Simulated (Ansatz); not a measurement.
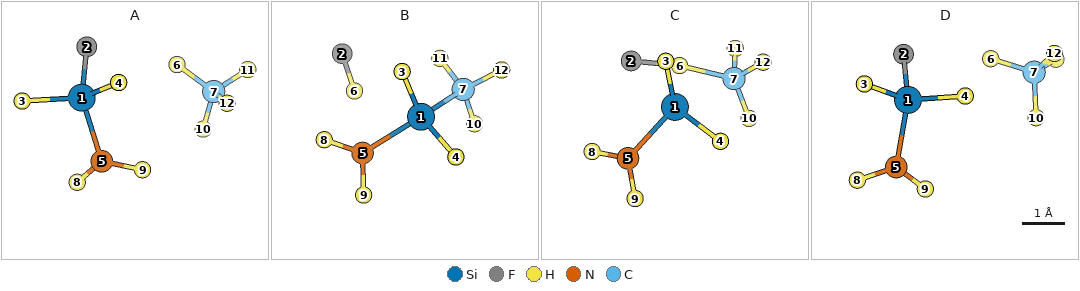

4 geometries from a converged minimum-energy path of CH₈FNSi, made up at the start of SiNH4F and CH4, shuffled. The picture is a ball-and-stick view, seen at a tilt.

Level of theory: RKS BLYP-D4/def2-SVP (Ansatz). Run with 7 movable images; climbing image; force threshold 0.05 eV/Å; iteration limit 60; starting path through a guess of the saddle point.

Which of them lies highest in energy?

C. In order along the path, whose images run from 0 to 8: A (image 0, 0.00 eV), D (image 2, +0.04 eV), C (image 5, +2.73 eV), B (image 7, +1.41 eV). Breaking: H6–C7 (1.10 → 1.36 at the top → 2.98 Å), Si1–F2 (1.66 → 2.03 at the top → 3.22 Å). Forming: F2–H6 (2.43 → 1.20 at the top → 0.98 Å), Si1–C7 (3.84 → 2.17 at the top → 1.88 Å).

Limits of the set-up: the start holds two separate molecules, 2.4 Å apart at their closest, whose relative position is a soft coordinate.

Cost: 2.9 min on 2 threads of Intel(R) Xeon(R) Platinum 8488C (Sapphire Rapids) (shared host), peak memory 0.15 GiB.
